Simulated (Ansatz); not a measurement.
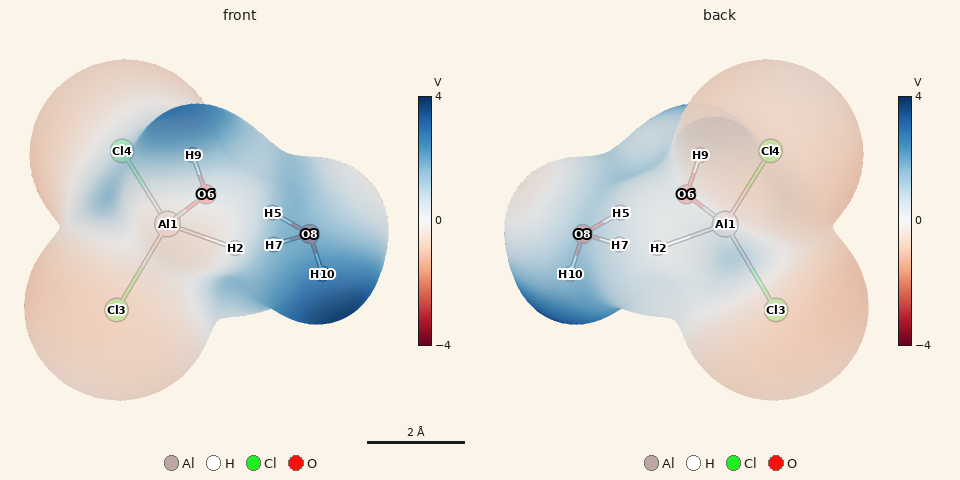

*AlCl$_{2}$H$_{2}$O···H$_{3}$O. The molecular electrostatic potential painted on the density surface at 0.002 e/bohr³, seen from the front and from behind; the colour scale runs from red (negative) to blue (positive).*

A transition-state structure; geometry: PBE0-D4/def2-TZVP.

All numbers below come from RKS PBE0-D4/def2-TZVPP in Ansatz 0.2.0.

```yaml
atoms:
  - { symbol: Al, position_ang: [-1.0577, -0.1203, -0.6085] }
  - { symbol: H, position_ang: [0.2242, 0.9073, -1.0758] }
  - { symbol: Cl, position_ang: [-1.0203, -1.6762, -2.0278] }
  - { symbol: Cl, position_ang: [-2.8169, 1.0203, -0.4246] }
  - { symbol: H, position_ang: [0.9252, -0.0556, 0.9914] }
  - { symbol: O, position_ang: [-0.3981, -0.6038, 0.9672] }
  - { symbol: H, position_ang: [0.9954, 0.7662, -0.3779] }
  - { symbol: O, position_ang: [1.7012, 0.5082, 0.5494] }
  - { symbol: H, position_ang: [-0.9636, -0.6642, 1.7374] }
  - { symbol: H, position_ang: [2.4106, -0.0821, 0.2689] }
```

> Describe the electrostatic potential map.

The most negative region (about −1.0 V) lies over Cl3 and Cl4, the most positive (about +3.7 V) over H10.
